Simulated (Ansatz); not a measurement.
FH$_{3}$Si···SiH$_{4}$

The calculation's input:

```
crystal:
  periodic: [false, false, false]
  atoms:
    - { symbol: Si, position_ang: [-1.132973, 0.715309, -1.172846] }
    - { symbol: F, position_ang: [0.225086, 1.657952, -1.08022] }
    - { symbol: H, position_ang: [-1.455435, 0.538482, -2.617434] }
    - { symbol: H, position_ang: [-2.235723, 1.417599, -0.461905] }
    - { symbol: H, position_ang: [-0.888742, -0.609485, -0.55625] }
    - { symbol: H, position_ang: [0.97877, 0.635938, 0.702899] }
    - { symbol: Si, position_ang: [1.091631, -0.72667, 1.169038] }
    - { symbol: H, position_ang: [-0.155081, -1.127316, 1.883933] }
    - { symbol: H, position_ang: [1.321778, -1.655042, 0.021951] }
    - { symbol: H, position_ang: [2.250689, -0.846767, 2.110933] }
magnetization:
  spin_polarized: true
basis:
  gaussian: { orbitals: def2-SVP }
hamiltonian:
  xc: b3lyp
  dispersion: d4
relax:
  f_tol: 0.03
  max_steps: 50
output:
  orbitals: {}
```

Run with:

```sh
ansatz run input.yaml --threads 2 --pin off --max-ram 3072MiB --backend cpu --events-out ev --progress --plain --runs-dir out
```

The fields are those of the run's last geometry, not of the input's.

Computed with UKS B3LYP-D4/def2-SVP (Ansatz 0.2.0).

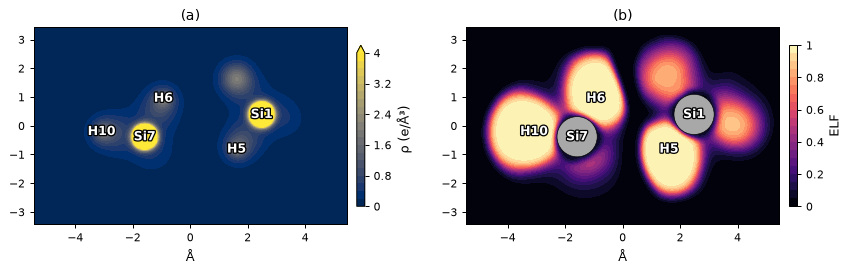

Figure 1. (a) electron density; (b) electron localisation function on the plane of atoms H6, Si7 and H10. Grey discs cover the atomic cores in the ELF map.

Describe what can be read from this map.

- Atoms in the plane: Si and H.
- Si1···Si7 (4.14 Å): the density falls to about 0.02 e/Å³ on the way; the ELF dips to about 0 between them: a non-bonded, intermolecular contact.
- Si–H (1.49 Å): ρ is about 0.78 e/Å³ halfway; the ELF climbs to about 1 towards the hydrogen, as it does in any bond to H.
- The ELF also peaks beside F2, away from the bonds: lone-pair regions.

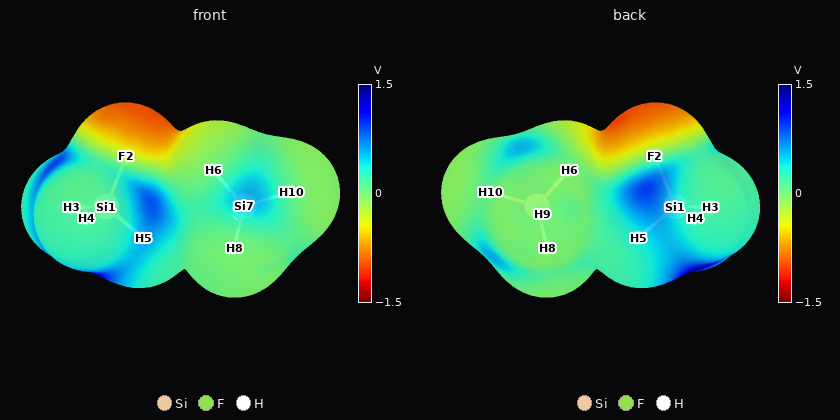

Figure 2. The electrostatic potential painted on the density surface at 0.001 e/bohr³, seen from the front and from behind; red is negative and blue positive.

Where is the surface potential most negative and most positive?

The most negative region (about −1.0 V) lies over F2, the most positive (about +1.5 V) over Si1.

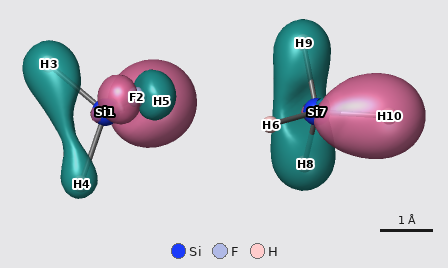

Figure 3. The HOMO at ±0.15 Å⁻³ᐟ² (teal and pink are the two phases), seen from one side.

What is the character of this orbital?

Its weight (Hirshfeld) is mainly on Si7 (about 20 %), Si1 (about 15 %), H10 (about 15 %), H5 (about 15 %), F2 (about 10 %) and H8 (about 5 %). Its energy is −9.36 eV.
